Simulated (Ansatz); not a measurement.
# HLi$_{2}$ (doublet): what the fields show

Input

```
crystal:
  periodic: [false, false, false]
  atoms:
    - {symbol: Li, position_ang: [-0.052118, -0.875407, -1.028767]}
    - {symbol: Li, position_ang: [-0.575875, 0.509866, 1.110275]}
    - {symbol: H, position_ang: [0.627993, 0.365531, -0.081508]}
basis:
  gaussian: {orbitals: def2-TZVP, initial_orbitals: start.molden}
magnetization: {spin_polarized: true, initial_magnetization: 1}
hamiltonian: {xc: pbe0, dispersion: d4}
output: {orbitals: {seedname: orbitals}}
```

Command:

```sh
ansatz run in.yaml --threads 4 --pin off --events-out ev --progress --plain --max-ram 3916MiB
```

Geometry: PBE-D4/def2-TZVP.

Computed with Ansatz, UKS PBE0-D4/def2-TZVP.

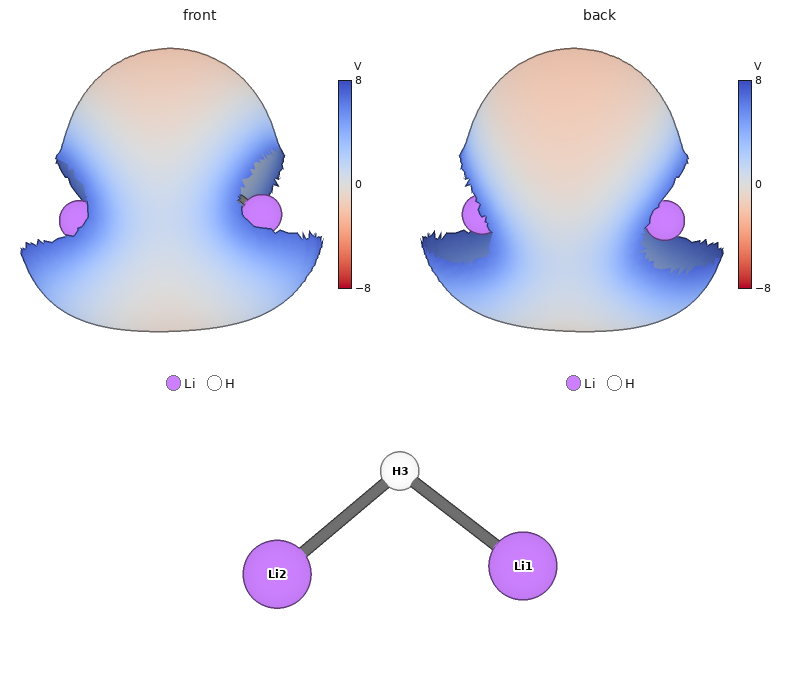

Figure 1. The electrostatic potential painted on the density surface at 0.004 e/bohr³, seen from the front and from behind; red is negative and blue positive. The bare structure is drawn below in the same view.

Q: Where is the surface potential most negative and most positive?

A: The most negative region (about −1.8 V) lies over H3, the most positive (about +7.0 V) over Li1 and Li2.

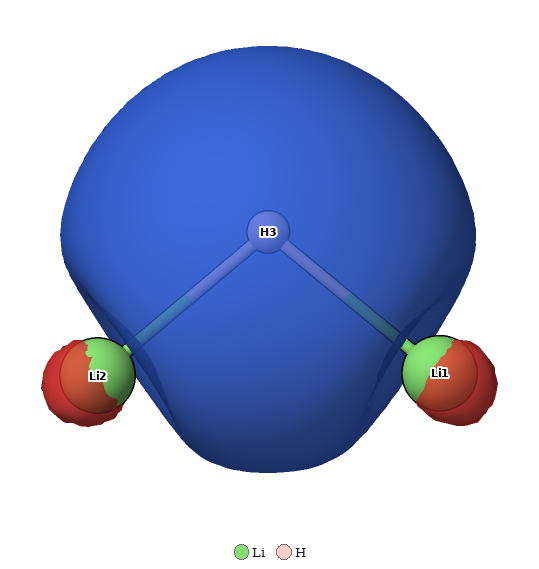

Figure 2. The HOMO−1 (α) at ±0.1 Å⁻³ᐟ² (red and blue are the two phases), seen at a tilt.

Q: Where does this orbital lie, and at what energy?

A: By Hirshfeld shares it lies mainly on H3 (about 65 %), Li1 (about 15 %) and Li2 (about 15 %); it is symmetric in the molecular plane (an in-plane orbital: σ, lone-pair or in-plane π type). Its energy is −7.35 eV.

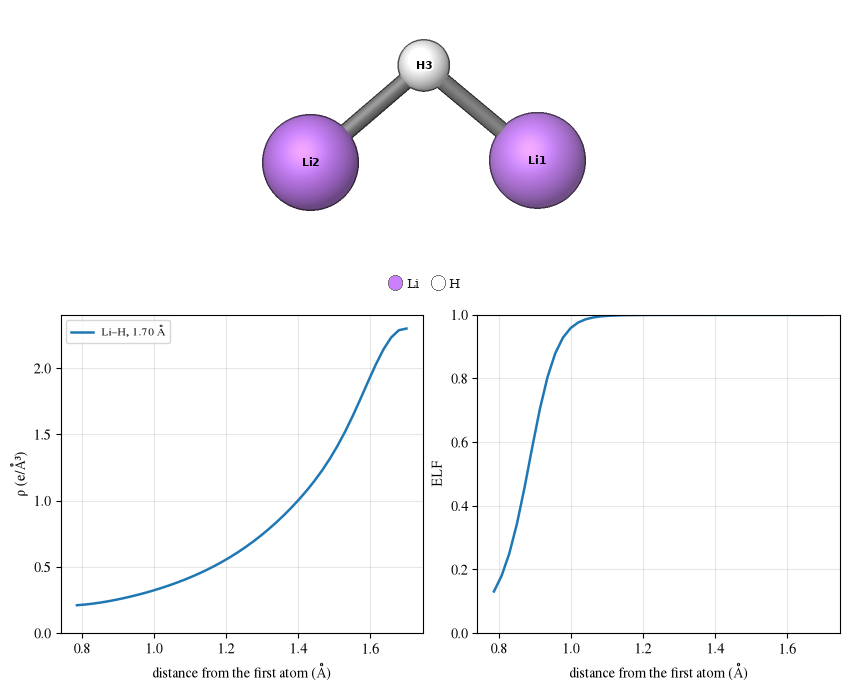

Figure 3. Electron density and electron localisation function along straight lines between neighbouring atoms. The curves leave out the atomic cores. The structure is drawn too.

Q: What can be read from the curves?

A: Li–H (1.70 Å): the density is about 0.23 e/Å³ at the midpoint; the ELF climbs to about 1 towards the hydrogen.
